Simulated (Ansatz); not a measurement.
# FH3Si···H2O···H2O: what the fields show

Input

```
crystal:
  periodic: [false, false, false]
  atoms:
    - {symbol: Si, position_ang: [-1.390037, -0.513934, -1.020537]}
    - {symbol: O, position_ang: [-0.299758, 0.283167, 1.505013]}
    - {symbol: H, position_ang: [-1.947841, -0.938060, -2.332549]}
    - {symbol: H, position_ang: [-1.559899, -1.604857, -0.043192]}
    - {symbol: H, position_ang: [-2.029499, 0.757624, -0.626037]}
    - {symbol: H, position_ang: [1.823681, 0.286833, -0.385724]}
    - {symbol: F, position_ang: [0.181566, -0.277425, -1.328544]}
    - {symbol: H, position_ang: [0.648551, 0.424830, 1.336332]}
    - {symbol: O, position_ang: [2.255138, 0.560001, 0.433401]}
    - {symbol: H, position_ang: [-0.624040, 1.111376, 1.863858]}
    - {symbol: H, position_ang: [2.942137, -0.089455, 0.598080]}
basis:
  gaussian: {orbitals: def2-TZVPP}
hamiltonian: {xc: pbe0, dispersion: d4}
output: {orbitals: {seedname: orbitals}}
```

Command:

```sh
ansatz run in.yaml --threads 4 --pin off --events-out ev --progress --plain --max-ram 9574MiB
```

The product side of a reaction path; geometry: PBE0-D4/def2-TZVP.

The calculation used RKS PBE0-D4/def2-TZVPP (Ansatz 0.2.0).

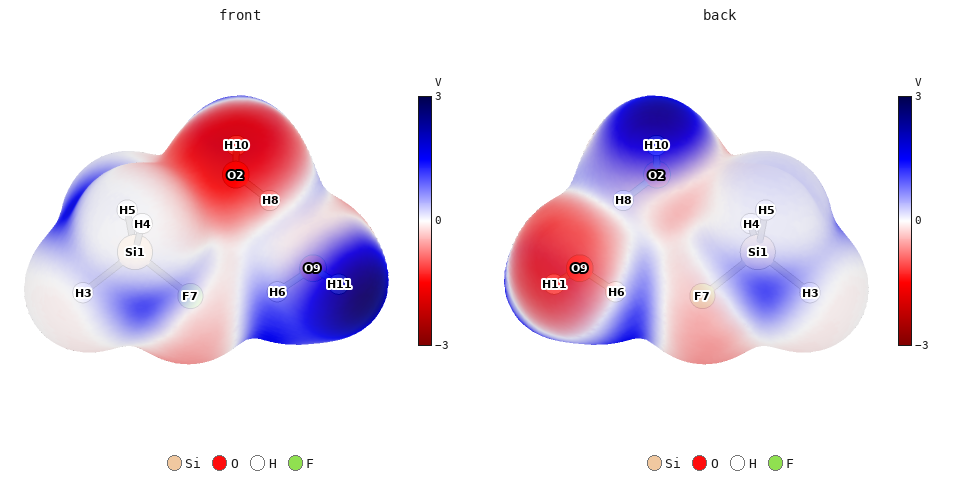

Figure 1. The molecular electrostatic potential painted on the density surface at 0.002 e/bohr³, seen from the front and from behind; the colour scale runs from red (negative) to blue (positive).

### Describe the electrostatic potential map.

The most negative region (about −1.6 V) lies over O2, the most positive (about +2.6 V) over H11. O2 is the likeliest acceptor of a hydrogen bond.

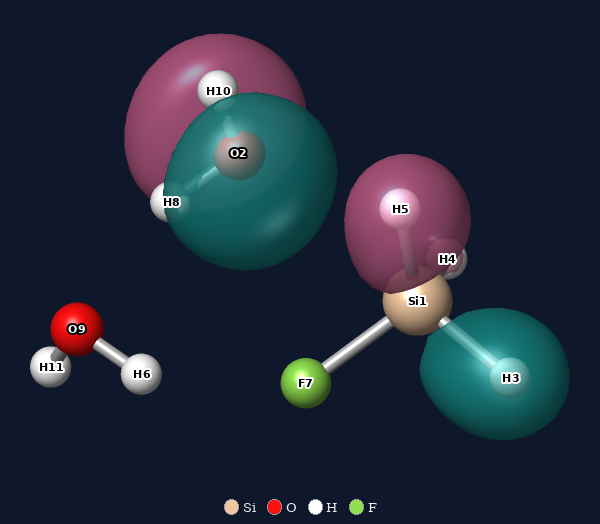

Figure 2. The HOMO at ±0.1 Å⁻³ᐟ² (teal and pink are the two phases), seen at an oblique angle.

### Describe this orbital and give its energy.

Its weight (Hirshfeld) is mainly on O2 (about 70 %) and Si1 (about 10 %); largely a lone pair of O2. Its energy is −8.61 eV.
